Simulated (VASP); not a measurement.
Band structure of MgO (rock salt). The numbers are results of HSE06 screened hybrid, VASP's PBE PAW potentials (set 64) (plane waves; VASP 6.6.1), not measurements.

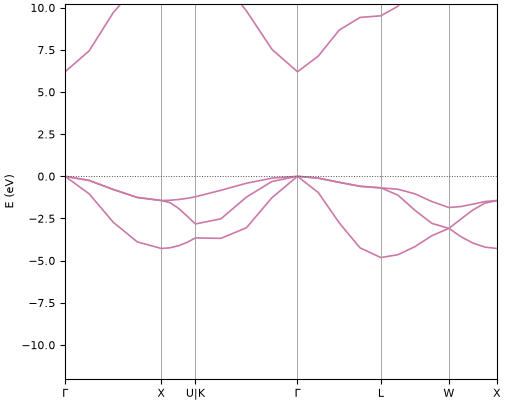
Figure. Bands along high-symmetry lines, zero at the valence-band maximum or, without a gap, the Fermi level

Task: Read the plot: is there a gap, and where are the band edges?

Result: The gap is direct, 6.20 eV, from the valence maximum at Γ to the conduction minimum at Γ.

Measured: gap 8.36 eV (computed value off by -2.16 eV), as given by Wei Chen et al., Physical Review Materials (2018), doi:10.1103/physrevmaterials.2.073803 [zero-point renormalisation of 0.53 eV added back (the table's ZPR column)].

The compound is MgO in the rock salt structure. It was relaxed first. The cell's shape comes from a PBE relaxation.
